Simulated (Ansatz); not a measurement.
# A computed series for V3Si: pressure series

Start from V$_{3}$Si in the A15 (Cr3Si type) structure (space group Pm-3n, No. 223).

```yaml
crystal:
  lattice:
    - [4.64987, 0.00000, 0.00000]
    - [0.00000, 4.64987, 0.00000]
    - [0.00000, 0.00000, 4.64987]
  atoms:
    - { symbol: V, position: [0.25000, 0.00000, 0.50000] }
    - { symbol: V, position: [0.75000, 0.00000, 0.50000] }
    - { symbol: V, position: [0.00000, 0.50000, 0.25000] }
    - { symbol: V, position: [0.00000, 0.50000, 0.75000] }
    - { symbol: V, position: [0.50000, 0.25000, 0.00000] }
    - { symbol: V, position: [0.50000, 0.75000, 0.00000] }
    - { symbol: Si, position: [0.00000, 0.00000, 0.00000] }
    - { symbol: Si, position: [0.50000, 0.50000, 0.50000] }
```

Cell and atoms are relaxed at each pressure.

Computed with PBEsol (Ansatz, an electronic-structure program; PAW; 420 eV plane waves; no SOC), earlier PAW set.

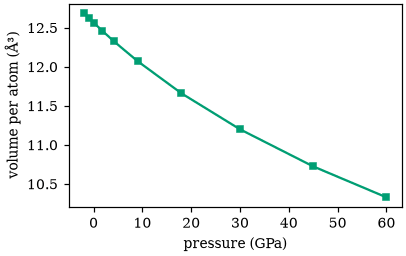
Fig. 1. Volume per atom against pressure

Problem. From the plot, what is the volume per atom for pressure 30 GPa?

Solution. About 11.2 Å³.

Problem. Is the trend monotonic over the range shown?

Solution. Yes, it falls throughout, spanning 10.33 Å³ to 12.69 Å³.

Load acts through the strain it causes; cell and atoms are relaxed under it. Whether these cells are dynamically stable was not tested. No other phases were tried under pressure. Seeded moments were not kept for the base. The final runs are not spin-polarised.
